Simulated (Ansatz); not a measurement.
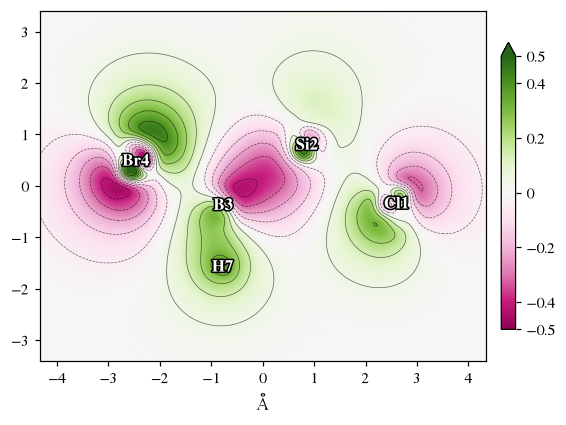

The picture shows: BBrClH3Si (SMILES Cl[SiH2]BBr). The HOMO on the plane of atoms Br4, B3 and H7 (values in Å⁻³ᐟ²; the overall sign is arbitrary).

These are results of RKS CAM-B3LYP/def2-SVP (Ansatz 0.2.0), not measurements.

```json
{"atom": "Cl", "x (Å)": "0.2339", "y (Å)": "2.4898", "z (Å)": "0.2506"}
{"atom": "Si", "x (Å)": "-0.5648", "y (Å)": "0.5722", "z (Å)": "0.1699"}
{"atom": "B", "x (Å)": "0.8574", "y (Å)": "-0.7875", "z (Å)": "-0.2593"}
{"atom": "Br", "x (Å)": "0.3272", "y (Å)": "-2.6095", "z (Å)": "-0.3575"}
{"atom": "H", "x (Å)": "-1.6242", "y (Å)": "0.5528", "z (Å)": "-0.8739"}
{"atom": "H", "x (Å)": "-1.1854", "y (Å)": "0.2709", "z (Å)": "1.4873"}
{"atom": "H", "x (Å)": "2.0173", "y (Å)": "-0.5566", "z (Å)": "-0.4629"}
```

**Describe this orbital and give its energy.**

It lies mainly on Br4 (about 45 %), B3 (about 15 %), Si2 (about 15 %) and Cl1 (about 15 %). Its energy is −9.16 eV.
